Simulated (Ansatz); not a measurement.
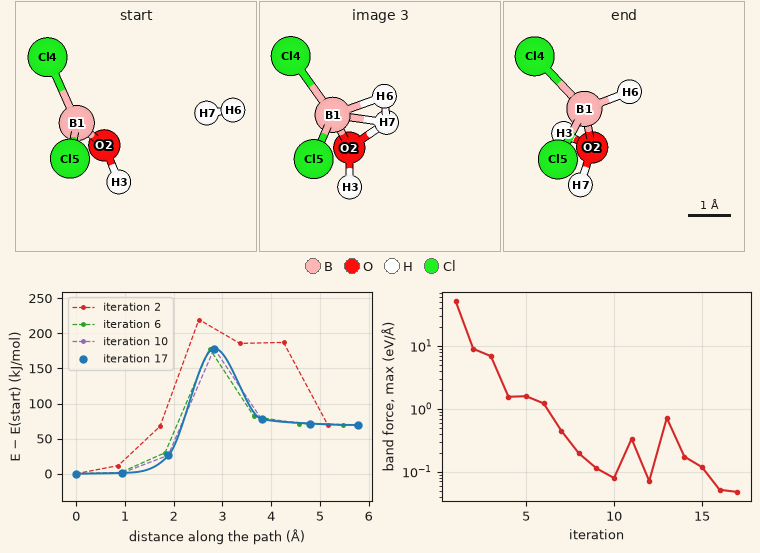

NEB run on BH3OCl2, made up of BHOCl2 and H2. Images are numbered from 0 (start) to 6 (end). The plot follows the band through its iterations. A ball-and-stick model, seen face on.

Theory: RKS PBE-D4/6-31G* in Ansatz 0.2.0.

The input:
```yaml
crystal:
  periodic: [false, false, false]
  atoms:
    - { symbol: B, position_ang: [-0.050037, -0.638891, -0.041117] }
    - { symbol: O, position_ang: [0.058476, -0.486452, 1.302425] }
    - { symbol: H, position_ang: [-0.80471, -0.26434, 1.707932] }
    - { symbol: Cl, position_ang: [1.400253, -1.045835, -0.950172] }
    - { symbol: Cl, position_ang: [-1.605526, -0.436726, -0.878493] }
    - { symbol: H, position_ang: [0.266202, 2.911687, 1.278416] }
    - { symbol: H, position_ang: [0.402342, 2.178558, 1.366611] }
basis:
  gaussian: { orbitals: "6-31G*" }
hamiltonian:
  xc: pbe
  dispersion: d4
neb:
  order_check: false
  images: 5
  f_tol: 0.05
  max_iterations: 60
  final_atoms:
    - { symbol: B, position_ang: [0.17270885, 0.59237525, -0.04896571] }
    - { symbol: O, position_ang: [-0.10765605, 0.4291663, 1.61474885] }
    - { symbol: H, position_ang: [0.26662149, -0.45823241, 1.84239357] }
    - { symbol: Cl, position_ang: [1.2444633, -0.85717513, -0.40363399] }
    - { symbol: Cl, position_ang: [-1.52784811, 0.50934858, -0.74599206] }
    - { symbol: H, position_ang: [0.70894552, 1.65622627, -0.16899935] }
    - { symbol: H, position_ang: [-1.09023499, 0.34629214, 1.69605068] }
  initial_path:
    images:
      - { positions_ang: [[-0.050037, -0.638891, -0.041117], [0.058476, -0.486452, 1.302425], [-0.80471, -0.26434, 1.707932], [1.400253, -1.045835, -0.950172], [-1.605526, -0.436726, -0.878493], [0.266202, 2.911687, 1.278416], [0.402342, 2.178558, 1.366611]] }
      - { positions_ang: [[-0.03592438, -0.44368902, -0.0159742], [0.03807001, -0.28348819, 1.46345332], [-0.84200444, -0.21155146, 1.85522511], [1.46689198, -0.75648521, -0.93092171], [-1.61061969, -0.32931511, -0.8822135], [0.2901939, 2.39379998, 0.97356905], [0.36039263, 1.84873001, 1.32246394]] }
      - { positions_ang: [[-0.02181177, -0.24848704, 0.00916861], [0.01766401, -0.08052437, 1.62448163], [-0.87929887, -0.15876292, 2.00251821], [1.53353096, -0.46713541, -0.91167143], [-1.61571339, -0.22190422, -0.885934], [0.31418579, 1.87591295, 0.66872209], [0.31844326, 1.51890201, 1.27831688]] }
      - { positions_ang: [[-0.00769915, -0.05328505, 0.03431141], [-0.00274198, 0.12243944, 1.78550995], [-0.91659331, -0.10597439, 2.14981132], [1.60016994, -0.17778562, -0.89242114], [-1.62080708, -0.11449333, -0.8896545], [0.33817769, 1.35802593, 0.36387514], [0.27649389, 1.18907402, 1.23416981]] }
      - { positions_ang: [[0.05243685, 0.16193505, 0.00655237], [-0.03771333, 0.22468173, 1.72858959], [-0.52218838, -0.22339373, 2.04733874], [1.48160106, -0.40424879, -0.72949209], [-1.58982076, 0.09345397, -0.84176702], [0.46176697, 1.45742604, 0.18625031], [-0.17908241, 0.90814673, 1.3881301]] }
      - { positions_ang: [[0.11257285, 0.37715515, -0.02120667], [-0.07268469, 0.32692402, 1.67166922], [-0.12778344, -0.34081307, 1.94486615], [1.36303218, -0.63071196, -0.56656304], [-1.55883444, 0.30140128, -0.79387954], [0.58535624, 1.55682616, 0.00862548], [-0.6346587, 0.62721943, 1.54209039]] }
      - { positions_ang: [[0.17270885, 0.59237525, -0.04896571], [-0.10765605, 0.4291663, 1.61474885], [0.26662149, -0.45823241, 1.84239357], [1.2444633, -0.85717513, -0.40363399], [-1.52784811, 0.50934858, -0.74599206], [0.70894552, 1.65622627, -0.16899935], [-1.09023499, 0.34629214, 1.69605068]] }
```

Command:
```bash
ansatz run input.yaml --threads 1 --pin off --max-ram 2048MiB --backend cpu --events-out ev --progress --plain --runs-dir out
```

Question: Judge this run.

Answer: The result is final at these settings. The band converged in 17 iterations. The largest component of the band force went from 51 to 0.048 eV/Å. The climbing image converged on the top of the path. Its vibrational analysis gives one imaginary mode (1272i cm⁻¹), as a transition state must have. The first iteration put the highest image at 1030.5 kJ/mol. The energy climbs by 178.4 kJ/mol to image 3 and then falls by 108.8 kJ/mol, so the end point sits at +69.6 kJ/mol.

Limits of the set-up: the start holds two separate molecules, 2.7 Å apart at their closest, whose relative position is a soft coordinate.
